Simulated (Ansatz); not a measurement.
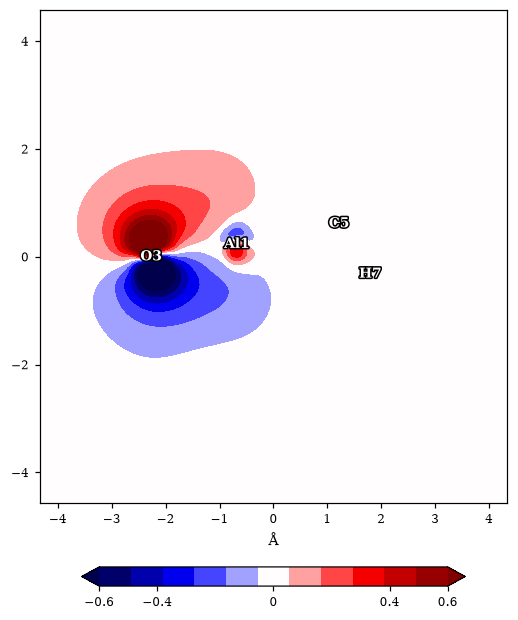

Figure. CH₃AlO···HF. The HOMO−1 on the plane of atoms Al1, C5 and H7 (values in Å⁻³ᐟ²; the overall sign is arbitrary).

Not at a stationary point (largest force 1.3 eV/Å).

Method: RKS PBE0/def2-SVP (Ansatz 0.2.0).

```yaml
atoms:
  - { symbol: Al, position_ang: [0.7933, -0.2096, 0.0380] }
  - { symbol: F, position_ang: [-1.1877, -2.4688, -0.5997] }
  - { symbol: O, position_ang: [1.6131, -1.5821, -0.1503] }
  - { symbol: H, position_ang: [-0.3043, -2.7038, -0.5604] }
  - { symbol: C, position_ang: [-0.0969, 1.4877, 0.2819] }
  - { symbol: H, position_ang: [0.4285, 2.0888, 1.0399] }
  - { symbol: H, position_ang: [-1.1347, 1.3351, 0.6129] }
  - { symbol: H, position_ang: [-0.1113, 2.0528, -0.6622] }
```

**Where does this orbital lie, and at what energy?**

By Hirshfeld shares it lies mainly on O3 (about 80 %) and Al1 (about 15 %). Its energy is −7.45 eV.
